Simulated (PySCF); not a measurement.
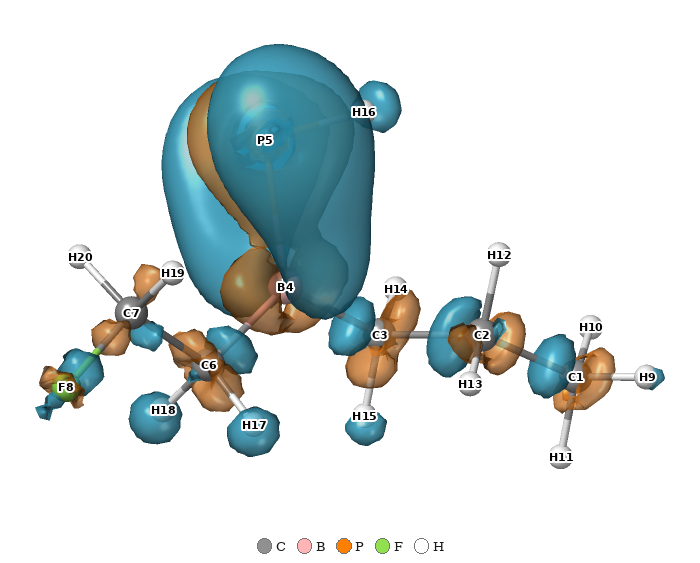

C5H12BFP, doublet, SMILES `CCCB([PH])CCF`. Fukui function f⁺ = ρ(N+1) − ρ(N) at fixed geometry, surfaces at ±0.02 e/Å³ (light blue positive, orange negative).

PySCF calculation, B3LYP/6-31+G*, gas phase; geometry: GFN2-xTB. No frequency check shows the geometry to be a minimum. GFN2-xTB bond lengths at metals and heavier atoms can be off by up to 0.1 Å and shapes distorted, which carries into these values. GFN2-xTB doesn't know the spin state, so this open-shell geometry is rough.

Input

```python
import numpy as np
from pyscf import gto, scf, dft
from pyscf.scf import atom_ks, atom_hf
from scipy.linalg import block_diag

def solve(mol, dm0=None, hcore=None):
    mf = (dft.UKS if mol.spin else dft.RKS)(mol, xc='b3lyp')
    mf.grids.level = 3
    mf = mf.density_fit(auxbasis='def2-universal-jkfit')
    mf.conv_tol, mf.max_cycle = 1e-8, 80
    if hcore is not None:
        mf.get_hcore = lambda *args: hcore
    mf.kernel(dm0)
    if not mf.converged:
        mf = mf.newton().run(mf.mo_coeff, mf.mo_occ, max_cycle=30)
    assert mf.converged, 'SCF not converged'
    return mf

mol = gto.M(atom='''
C      3.70097    -0.93221     0.20660
C      2.27205    -0.51245     0.52770
C      1.46468    -0.21151    -0.74990
B      0.00196     0.26919    -0.36317
P     -0.32236     2.07553     0.07033
C     -1.17334    -0.78992    -0.34868
C     -2.48714    -0.29899     0.24010
F     -3.45189    -1.28146     0.16956
H      4.24676    -1.15335     1.12137
H      4.22496    -0.13895    -0.32252
H      3.70517    -1.82148    -0.41987
H      2.28993     0.37517     1.16648
H      1.77629    -1.30879     1.08670
H      2.01544     0.54777    -1.31336
H      1.45527    -1.11660    -1.36116
H      1.01660     2.43679     0.21885
H     -0.87070    -1.69398     0.18898
H     -1.36611    -1.12290    -1.37476
H     -2.38450    -0.04202     1.30010
H     -2.87989     0.56308    -0.31081
''', basis='6-31+g*', charge=0, spin=1, verbose=4)
mf = solve(mol)
out = dict(e0=mf.e_tot, dm0=mf.make_rdm1(), c=mf.mo_coeff, occ=mf.mo_occ, eps=mf.mo_energy)
for name, dq, spin in [('cation', 1, 0), ('anion', -1, 0)]:
    ion = mol.copy().set(charge=mol.charge + dq, spin=spin).build()
    mi = solve(ion)
    if spin and dq > 0 and mol.nao < 130:
        c, _, stable, _ = mi.stability(return_status=True)
        if not stable:
            mi = solve(ion, mi.make_rdm1(c, mi.mo_occ))
    print(name, 'vertical energy change / eV', (mi.e_tot - mf.e_tot) * 27.211386)
    out.update({'e_' + name: mi.e_tot, 'dm_' + name: mi.make_rdm1(), 's2_' + name: mi.spin_square()[0], 'eps_' + name: mi.mo_energy, 'occ_' + name: mi.mo_occ})
# spherically averaged free atoms, for the promolecule
atm = atom_ks.get_atm_nrks(mol, xc='b3lyp')
pro = block_diag(*[(atm[a[0]][2] * atm[a[0]][3]) @ atm[a[0]][2].T for a in mol._atom])
np.savez('result.npz', pro=pro, **out)
```

Run with:

```sh
OMP_NUM_THREADS=1 python input.py
```

The run took 4 min on 1 thread of Intel(R) Xeon(R) Processor @ 2.50GHz (Skylake/Cascade Lake) (shared host), peak memory 0.94 GiB.

Partitions, critical points and surface values were worked out afterwards from this run's density.

> On which atoms does the density change most on addition of an electron?

f⁺ (Hirshfeld-condensed) is largest on P5 (0.50); the vertical electron affinity is 2.30 eV (to the singlet anion, which needn't be its lowest state). Condensed values hint at sites of nucleophilic attack but needn't mark the atom that reacts. Orbital relaxation makes it negative in places (0.26 e in all).
